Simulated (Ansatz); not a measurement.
# SiH (SMILES [SiH]) at UCAM-B3LYP/3-21G

Aim: the vertical doublet–quartet gap of SiH at UCAM-B3LYP/3-21G, from 2 runs. 

The calculation is run with Ansatz 0.2.0.

66 further runs of the same task are left out: 2 that didn't finish, 64 set aside as unsound or not needed.

## (1) The molecule

SiH: 2 atoms, total charge 0, spin state doublet. As SMILES, `[SiH]`. The shape is that of a GFN2-xTB optimisation.

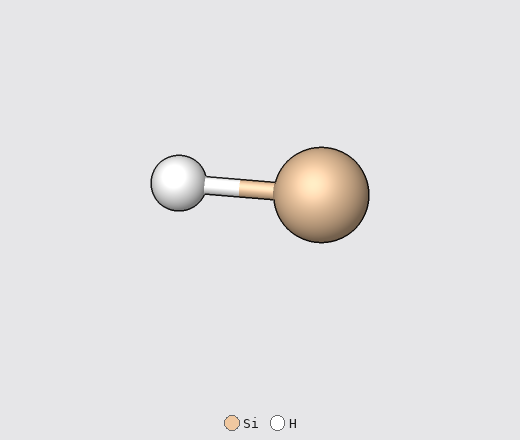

The structure, seen from a chosen angle (silicon light orange, hydrogen white).

## (2) A single-point energy at UCAM-B3LYP/3-21G

The input, input.yaml:

```yaml
crystal:
  periodic: [false, false, false]
  atoms:
    - {symbol: Si, position_ang: [0.000000, 0.000000, 0.000000]}
    - {symbol: H, position_ang: [0.000000, 0.000000, 1.516560]}
basis:
  gaussian: {orbitals: 3-21G.json}
hamiltonian: {xc: {name: CAM-B3LYP}}
accuracy: high
magnetization: {spin_polarized: true, initial_magnetization: 1}
```

The basis set 3-21G is read from a file made from the Basis Set Exchange's data (not shown).

Command:

```
$ ansatz run input.yaml --threads 1 --pin off --max-ram 2610MiB --events-out events.jsonl --progress --plain --runs-dir runs
```

The log of the run:

```text
Warning: RAYON_NUM_THREADS=1 ignored (pool sized by the plan → 1); use --threads N
Functional definition: CAM-B3LYP
  name "CAM-B3LYP"
  parameter alpha = 0.19
  parameter beta = 0.46
  parameter omega = 0.33/bohr
  parameter ac = 0.81
  exchange = (1 - alpha - beta)*b88_x + beta*b88_x_sr(omega) + alpha*exact_x + beta*exact_x_lr(omega)
  correlation = (1 - ac)*vwn5_c + ac*lyp_c
284 factors; integrals over basis functions are off by at most 2.9e-9 eV
116 factors; integrals over basis functions are off by at most 2.2e-9 eV
mean field evaluation 1: about -7849.1082 eV, gradient 2.4e0 eV
mean field evaluation 2: about -7849.1622 eV, gradient 6.0e-1 eV
mean field evaluation 4: about -7849.1628 eV, gradient 1.7e-1 eV
mean field evaluation 8: about -7849.1633 eV, gradient 4.7e-3 eV
mean field evaluation 16: about -7849.1633 eV, gradient 4.1e-8 eV
mean field -7849.16325387 eV, -288.4514292259 hartree, gradient 4.1e-8 eV, S^2 0.750859; 1 other end points of the search recorded, 0 dependent functions left out
reference -7849.16326598 eV, -288.4514296709 hartree; 8, 7 occupied and 7, 8 virtual orbitals, 284 factors
Total energy: -7849.16326598 eV, -288.4514296709 hartree
```

Run time: 0.78 s. Hardware: 1 thread of Arm Neoverse V2, shared host; peak memory 0.091 GiB.

## (3) The quartet

The input, run.yaml:

```yaml
basis:
  gaussian:
    orbitals: 3-21G.json
crystal:
  periodic: [false, false, false]
  atoms:
    - {symbol: Si, position_ang: [0.000000, 0.000000, 0.000000]}
    - {symbol: H, position_ang: [0.000000, 0.000000, 1.516560]}
magnetization:
  spin_polarized: true
  initial_magnetization: 3
hamiltonian:
  xc: {name: CAM-B3LYP}
accuracy: high
```

The basis set 3-21G is read from a file made from the Basis Set Exchange's data (not shown).

Command:

```
$ ansatz run run.yaml --threads 1 --pin off --max-ram 2610MiB --events-out events.jsonl --progress --plain --runs-dir runs
```

The log of the run:

```text
Warning: RAYON_NUM_THREADS=1 ignored (pool sized by the plan → 1); use --threads N
Functional definition: CAM-B3LYP
  name "CAM-B3LYP"
  parameter alpha = 0.19
  parameter beta = 0.46
  parameter omega = 0.33/bohr
  parameter ac = 0.81
  exchange = (1 - alpha - beta)*b88_x + beta*b88_x_sr(omega) + alpha*exact_x + beta*exact_x_lr(omega)
  correlation = (1 - ac)*vwn5_c + ac*lyp_c
284 factors; integrals over basis functions are off by at most 2.9e-9 eV
116 factors; integrals over basis functions are off by at most 2.2e-9 eV
mean field evaluation 1: about -7847.3092 eV, gradient 3.0e0 eV
mean field evaluation 2: about -7847.4308 eV, gradient 1.1e0 eV
mean field evaluation 4: about -7847.4510 eV, gradient 1.7e-1 eV
mean field evaluation 8: about -7847.4515 eV, gradient 7.9e-3 eV
mean field evaluation 16: about -7847.4515 eV, gradient 6.1e-9 eV
mean field -7847.45152199 eV, -288.3885242396 hartree, gradient 4.7e-9 eV, S^2 3.751248; 0 other end points of the search recorded, 0 dependent functions left out
reference -7847.45153405 eV, -288.3885246828 hartree; 9, 6 occupied and 6, 9 virtual orbitals, 284 factors
Total energy: -7847.45153405 eV, -288.3885246828 hartree
```

It took 0.74 s on 1 thread of Arm Neoverse V2, shared host.

## (4) Summary of results

Level: UCAM-B3LYP/3-21G.

| quantity | value |
| --- | --- |
| doublet: total energy | -288.45143 Eh |
| doublet: ⟨S²⟩ | 0.751 |
| quartet: total energy | -288.38852 Eh |
| quartet: ⟨S²⟩ | 3.751 |
| vertical energy of the quartet above the doublet | 1.712 eV |

At this shape the quartet lies 1.71 eV (165 kJ/mol) above the doublet.
